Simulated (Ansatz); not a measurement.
Input file:

```
crystal:
  periodic: [false, false, false]
  atoms:
    - {symbol: Ge, position_ang: [-1.638584, 1.326545, -0.010787]}
    - {symbol: C, position_ang: [1.617525, -1.272165, -0.061226]}
    - {symbol: H, position_ang: [-0.584281, 1.035525, -1.084026]}
    - {symbol: H, position_ang: [-1.569621, 2.767727, 0.507685]}
    - {symbol: H, position_ang: [-3.052178, 0.926668, -0.449450]}
    - {symbol: H, position_ang: [0.852228, -1.039798, 0.678752]}
    - {symbol: F, position_ang: [-1.249059, 0.306089, 1.348734]}
    - {symbol: H, position_ang: [1.146386, -1.653961, -0.967212]}
    - {symbol: H, position_ang: [2.181747, -0.370267, -0.299522]}
    - {symbol: H, position_ang: [2.295835, -2.026463, 0.337151]}
basis:
  gaussian: {orbitals: def2-TZVPP}
hamiltonian: {xc: pbe0, dispersion: d4}
output: {orbitals: {seedname: orbitals}}
```

Launched as:

```sh
ansatz run in.yaml --threads 4 --pin off --events-out ev --progress --plain --max-ram 9574MiB
```

The product side of a reaction path; geometry: PBE0-D4/def2-TZVP.

Theory: RKS PBE0-D4/def2-TZVPP in Ansatz.

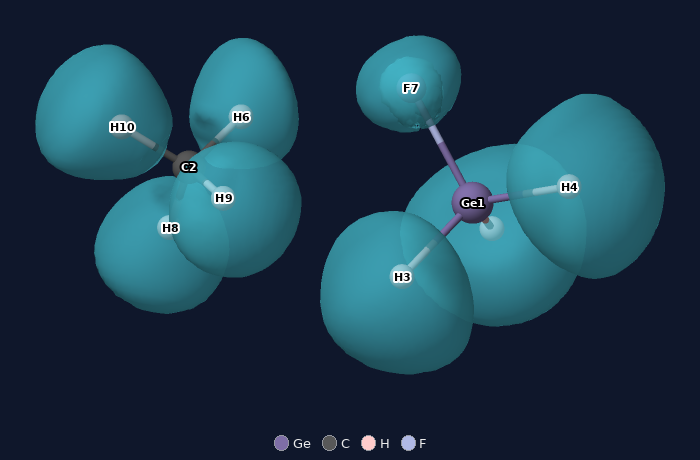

FGeH3···CH4. Isosurface of the electron localisation function at 0.8 (cyan), seen at a tilt. Only the valence region is drawn (cores and ρ < 0.01 e/Å³ removed).

Describe the localisation domains.

At this value the surface marks out seven regions around hydrogen nuclei and one region wrapped around F (its valence shell). Profiles from the grid: F7···H6 (2.58 Å): the ELF dips to about 0 between them; a non-bonded, intermolecular contact. Ge–F (1.74 Å): the ELF peaks at about 0.80 in the valence shell of F, 0.5 Å from its nucleus, and is about 0.25 at the midpoint.
